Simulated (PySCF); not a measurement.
SMILES O[Si](O)(O)/C=C/[Si](O)(O)O (C₂H₈O₆Si₂), GFN2-xTB optimised geometry. Atoms within 1.6 Å of the plane z = 1.0 Å (x, y, z in Å): O2 (-0.29, 2.85, 0.02), O3 (-2.80, 2.11, 0.09), C6 (0.17, -0.39, 0.00), Si7 (0.72, -2.19, 0.00), O8 (0.25, -3.03, 1.32), O10 (2.34, -2.19, 0.00), H11 (0.55, 3.00, -0.42), H12 (-2.79, 2.14, 1.04), H15 (0.73, 0.29, 0.63), H16 (-0.66, -3.33, 1.36), H18 (2.80, -2.81, 0.57).

Level of theory: B3LYP/def2-SVP run with PySCF 2.14.0. Cells within 0.4 Å of a nucleus heavier than hydrogen are left out (blank, or x).

Map of the electron localisation function on the plane z = 1.0 Å:

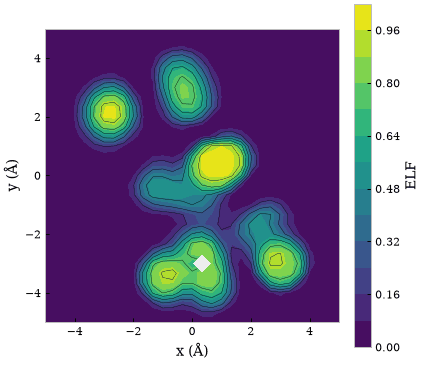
Figure: Electron localisation function on the plane z = 1.0 Å.
